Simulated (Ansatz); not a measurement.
Take GeS in the GeS type structure (space group Pnma, No. 62; a = 10.661 Å, b = 3.681 Å, c = 4.356 Å; layered, stacked along the Cartesian x axis) as the base.

The same geometry is solved again with PBE+SOC.

Levels (all Ansatz, a program for electronic structure, PAW): PBE+SOC (420 eV, with spin-orbit coupling); PBE-D3(BJ) (420 eV, no spin-orbit coupling).

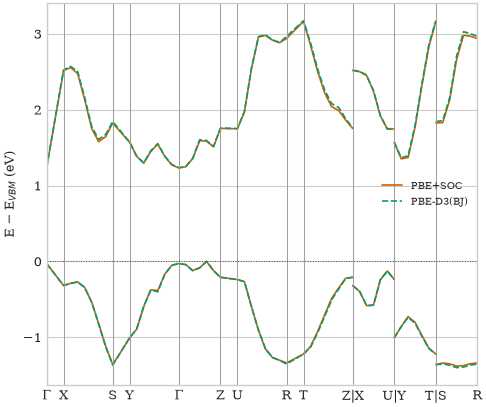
*Highest valence and lowest conduction band along the path, each from its own valence-band maximum*

### Question
From the figure, how large is the PBE+SOC gap, and is it direct?

### Answer
About 1.2 eV, indirect, Γ–Z (67 % along) → Γ.

Single points use the geometry relaxed with PBE-D3(BJ). Differences between runs with and without spin-orbit coupling are approximate. Whether these cells are dynamically stable was not tested. The program warned that a D3 coordination switch lies within reach, so dispersion energies are less smooth here.
